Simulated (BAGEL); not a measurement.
# CH3ClGe (SMILES [CH3][Ge][Cl]): B3LYP/6-31G(d) (density fitting with qzvpp-jkfit, spherical functions)

Aim: the energy change on altering one bond length of CH3ClGe at B3LYP/6-31G* (density fitting with qzvpp-jkfit, spherical functions), from 2 runs. 

Program for the calculation: BAGEL 1.2.2.

### 1 The molecule

CH3ClGe has 6 atoms, charge 0, and is taken as a singlet. SMILES: `[CH3][Ge][Cl]`. Geometry: relaxed at PBE0-D4/def2-TZVP.

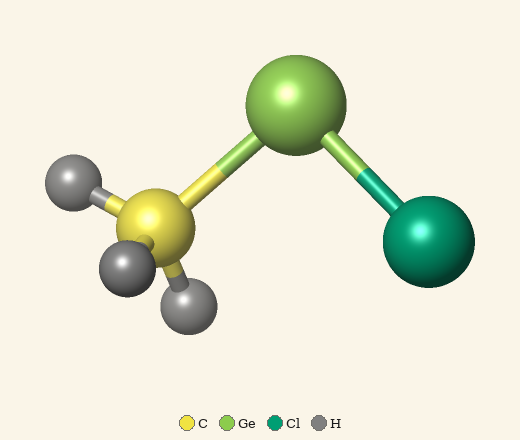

The structure, seen from a chosen angle (carbon yellow, germanium green, chlorine teal, hydrogen grey).

### 2 The energy at B3LYP/6-31G(d) (density fitting with qzvpp-jkfit, spherical functions)

The input, job.json:

```json
{ "bagel" : [

{
  "title" : "molecule",
  "basis" : "6-31gs.json",
  "df_basis" : "qzvpp-jkfit",
  "angstrom" : true,
  "geometry" : [
    { "atom" : "C", "xyz" : [      -0.360100,       0.453000,      -0.235800 ] },
    { "atom" : "Ge", "xyz" : [       1.405300,       0.063600,       0.581100 ] },
    { "atom" : "Cl", "xyz" : [       1.099300,      -2.105300,       0.776300 ] },
    { "atom" : "H", "xyz" : [      -0.475600,       1.516600,      -0.454300 ] },
    { "atom" : "H", "xyz" : [      -1.154600,       0.132300,       0.445100 ] },
    { "atom" : "H", "xyz" : [      -0.472200,      -0.124300,      -1.158500 ] }
  ]
},

{ "title" : "ks", "xc_func" : "b3lyp" },

{ "title" : "print", "file" : "orbitals.molden", "orbitals" : true }

]}
```

The basis set 6-31G* is read from a file made from the Basis Set Exchange's data (not shown).

Command:

```console
$ BAGEL_NUM_THREADS=1 BAGEL job.json > job.out
```

What it wrote:

```text
* using 1 threads per process

  ===============================================================
  ===============================================================

  *** Geometry ***

  { "atom" : "C", "xyz" : [     -0.680490,      0.856046,     -0.445597 ] },
  { "atom" : "Ge", "xyz" : [      2.655632,      0.120187,      1.098120 ] },
  { "atom" : "Cl", "xyz" : [      2.077376,     -3.978440,      1.466994 ] },
  { "atom" : "H", "xyz" : [     -0.898754,      2.865959,     -0.858503 ] },
  { "atom" : "H", "xyz" : [     -2.181878,      0.250011,      0.841117 ] },
  { "atom" : "H", "xyz" : [     -0.892329,     -0.234893,     -2.189248 ] },

  Number of auxiliary basis functions:      523

  Since a DF basis is specified, we compute 2- and 3-index integrals:
    o Being stored without compression. Storage requirement is 0.021 GB

  Number of basis functions:       70
  Number of electrons      :       58

    * METHOD: MOLECULE                             0.25

  *** Kohn-Sham DFT ***

    * Removing 10165 points whose weight is below 1.00e-10
    * Grid points: 79271

  === Nuclear Repulsion ===
   236.6079907662

       - DIIS with orbital gradients will be used.

  === KS iteration (b3lyp / 6-31gs.json) ===
      0      -2489.94659864          0.12061673           0.32
      1      -2289.38418702          0.24295615           0.31
      2      -2483.68719470          0.12048818           0.26
      3      -2471.88059495          0.20977414           0.31
      4      -2491.38057166          0.17869109           0.32
      5      -2491.70772943          0.18035370           0.30
      6      -2500.23195096          0.28715025           0.29
      7      -2489.31260561          0.17578590           0.32
      8      -2489.43969207          0.15261023           0.32
      9      -2575.12627589          0.06346845           0.28
     10      -2575.09451064          0.09856448           0.31
     11      -2576.43975856          0.04922263           0.31
     12      -2576.73016367          0.02003890           0.30
     13      -2576.89523395          0.00330726           0.27
     14      -2576.89997815          0.00102409           0.31
     15      -2576.90042616          0.00027388           0.31
     16      -2576.90046217          0.00002967           0.28
     17      -2576.90046257          0.00001079           0.29
     18      -2576.90046262          0.00000347           0.31
     19      -2576.90046262          0.00000148           0.31
     20      -2576.90046263          0.00000079           0.28
     21      -2576.90046263          0.00000017           0.31
     22      -2576.90046263          0.00000003           0.31
     23      -2576.90046263          0.00000002           0.30
     24      -2576.90046263          0.00000000           0.27
    * SCF iteration converged.

    * Permanent dipole moment:
           (    0.288893,    -0.868108,     0.254540) a.u.

    * METHOD: KS                                   7.78

    * METHOD: PRINT                                0.01

  ===============================================================
```

Run time: 8.4 s. Hardware: 1 thread of Arm Neoverse V2, shared host; peak memory 0.32 GiB.

### 3 The distorted shape, same level

The input, input.json:

```json
{ "bagel": [

{
  "title": "molecule",
  "basis": "6-31gs.json",
  "df_basis": "qzvpp-jkfit",
  "angstrom": true,
  "geometry": [
    { "atom": "C", "xyz": [   -0.889735,    0.569823,   -0.480877 ] },
    { "atom": "Ge", "xyz": [    1.405300,    0.063600,    0.581100 ] },
    { "atom": "Cl", "xyz": [    1.099300,   -2.105300,    0.776300 ] },
    { "atom": "H", "xyz": [   -1.005235,    1.633423,   -0.699377 ] },
    { "atom": "H", "xyz": [   -1.684235,    0.249123,    0.200023 ] },
    { "atom": "H", "xyz": [   -1.001835,   -0.007477,   -1.403577 ] }
  ]
},
{ "title": "ks", "xc_func": "b3lyp" },
{ "title": "print", "file": "orbitals.molden", "orbitals": true }

]}
```

The basis set 6-31G* is read from a file made from the Basis Set Exchange's data (not shown).

Command:

```console
$ BAGEL_NUM_THREADS=1 BAGEL input.json > input.out
```

What it wrote:

```text
* using 1 threads per process

  ===============================================================
  ===============================================================

  *** Geometry ***

  { "atom" : "C", "xyz" : [     -1.681355,      1.076809,     -0.908726 ] },
  { "atom" : "Ge", "xyz" : [      2.655632,      0.120187,      1.098120 ] },
  { "atom" : "Cl", "xyz" : [      2.077376,     -3.978440,      1.466994 ] },
  { "atom" : "H", "xyz" : [     -1.899619,      3.086722,     -1.321631 ] },
  { "atom" : "H", "xyz" : [     -3.182743,      0.470774,      0.377989 ] },
  { "atom" : "H", "xyz" : [     -1.893194,     -0.014129,     -2.652376 ] },

  Number of auxiliary basis functions:      523

  Since a DF basis is specified, we compute 2- and 3-index integrals:
    o Being stored without compression. Storage requirement is 0.021 GB

  Number of basis functions:       70
  Number of electrons      :       58

    * METHOD: MOLECULE                             0.28

  *** Kohn-Sham DFT ***

    * Removing 9389 points whose weight is below 1.00e-10
    * Grid points: 80047

  === Nuclear Repulsion ===
   218.1538201032

       - DIIS with orbital gradients will be used.

  === KS iteration (b3lyp / 6-31gs.json) ===
      0      -2487.63331465          0.11672525           0.34
      1      -2269.61983628          0.22682742           0.28
      2      -2442.79994202          0.10630592           0.32
      3      -2471.43520187          0.25495851           0.32
      4      -2475.68442290          0.19185062           0.31
      5      -2477.88530195          0.17602744           0.29
      6      -2475.31869841          0.16796523           0.32
      7      -2477.25589786          0.18055109           0.32
      8      -2486.58297946          0.14607790           0.28
      9      -2569.69371819          0.11916376           0.32
     10      -2574.67328028          0.04437051           0.32
     11      -2575.46228079          0.07267087           0.30
     12      -2576.67569991          0.02870826           0.29
     13      -2576.83570540          0.00653117           0.32
     14      -2576.86002541          0.00239241           0.32
     15      -2576.86222224          0.00128739           0.28
     16      -2576.86354459          0.00029551           0.32
     17      -2576.86359053          0.00006518           0.32
     18      -2576.86359226          0.00001553           0.30
     19      -2576.86359236          0.00000519           0.29
     20      -2576.86359236          0.00000185           0.32
     21      -2576.86359236          0.00000100           0.32
     22      -2576.86359236          0.00000064           0.28
     23      -2576.86359236          0.00000007           0.32
     24      -2576.86359236          0.00000002           0.33
     25      -2576.86359236          0.00000000           0.30
    * SCF iteration converged.

    * Permanent dipole moment:
           (   -0.229395,    -0.677286,     0.002858) a.u.

    * METHOD: KS                                   8.34

    * METHOD: PRINT                                0.01

  ===============================================================
```

Run time: 9 s. Hardware: 1 thread of Arm Neoverse V2, shared host; peak memory 0.32 GiB.

### 4 Summary of results

Level: B3LYP/6-31G* (density fitting with qzvpp-jkfit, spherical functions).

| quantity | value |
| --- | --- |
| first shape: total energy | -2576.90046 Eh |
| first shape: dipole moment | 2.41 D |
| first shape: HOMO energy | -6.58 eV |
| first shape: LUMO energy | -2.85 eV |
| first shape: HOMO–LUMO gap | 3.73 eV |
| distorted shape: total energy | -2576.86359 Eh |
| distorted shape: dipole moment | 1.82 D |
| distorted shape: HOMO energy | -6.10 eV |
| distorted shape: LUMO energy | -3.24 eV |
| distorted shape: HOMO–LUMO gap | 2.86 eV |
| energy change with the C1–Ge2 bond stretched from 1.984 to 2.579 Å | 1.003 eV |

What this shows: With the C1–Ge2 bond stretched from 1.984 to 2.579 Å the energy rises by 1.00 eV (23 kcal/mol). The first shape isn't relaxed at this level, so the change isn't measured from a minimum.
